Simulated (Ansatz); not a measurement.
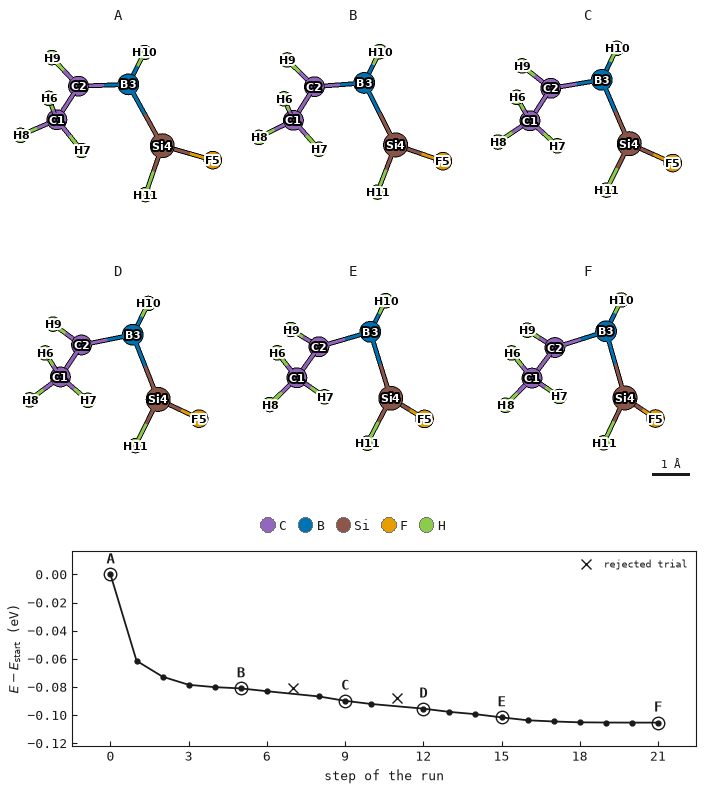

Frames of a relaxation of C$_{2}$H$_{6}$BFSi, marked on the history of the run. A ball-and-stick model, seen at a tilt.

The start comes from PBE-D4/def2-SVP.

Computed with RKS PBE0-D4/def2-TZVP (Ansatz). Set-up: force threshold 0.005 eV/Å; at most 150 steps.

Q: Describe the path.

A: F5 moves most after the best rigid fit: 0.82 Å. Largest moves by element: F 0.82 Å, H 0.60 Å, B 0.46 Å, Si 0.24 Å, C 0.24 Å. Some distances before and after: C2–Si4 2.819 → 2.355 Å, Si4–F5 1.639 → 1.599 Å, Si4–H11 1.509 → 1.478 Å, B3–Si4 1.904 → 1.876 Å. Among the angles between lasting bonds that change: C2–B3–Si4 112.2° → 88.7°, Si4–B3–H10 119.6° → 124.3°, B3–Si4–F5 124.8° → 120.7°. After 19 accepted moves (21 points after the start) the energy has fallen by 0.105 eV. Largest force component: 1.2 eV/Å at the start, 0.0049 eV/Å at the end. The line search rejected the trial steps at points 7, 11 of the run. The run took 75 s on 4 threads of Arm Neoverse V1 (shared host). From step 0 to 5: F5 moves most (0.14 Å), energy −0.081 eV. From step 5 to 9: H9 moves most (0.22 Å), energy −0.009 eV. From step 9 to 12: F5 moves most (0.12 Å), energy −0.006 eV. From step 12 to 15: F5 moves most (0.29 Å), energy −0.006 eV. From step 15 to 21: F5 moves most (0.12 Å), energy −0.004 eV.

| step | E − E(0), eV | largest force component, eV/Å | note |
| --- | --- | --- | --- |
| 0 | 0.0000 | 1.1670 |  |
| 1 | -0.0614 | 0.7218 |  |
| 2 | -0.0727 | 0.2644 |  |
| 3 | -0.0784 | 0.1146 |  |
| 4 | -0.0801 | 0.0240 |  |
| 5 | -0.0810 | 0.0332 |  |
| 6 | -0.0830 | 0.0668 |  |
| 7 | -0.0808 | 0.2542 | rejected |
| 8 | -0.0867 | 0.0389 |  |
| 9 | -0.0898 | 0.1444 |  |
| 10 | -0.0921 | 0.1060 |  |
| 11 | -0.0876 | 0.4481 | rejected |
| 12 | -0.0954 | 0.1372 |  |
| 13 | -0.0977 | 0.2122 |  |
| 14 | -0.0993 | 0.1825 |  |
| 15 | -0.1016 | 0.1632 |  |
| 16 | -0.1036 | 0.0870 |  |
| 17 | -0.1045 | 0.0753 |  |
| 18 | -0.1051 | 0.0293 |  |
| 19 | -0.1052 | 0.0096 |  |
| 20 | -0.1053 | 0.0075 |  |
| 21 | -0.1053 | 0.0049 |  |
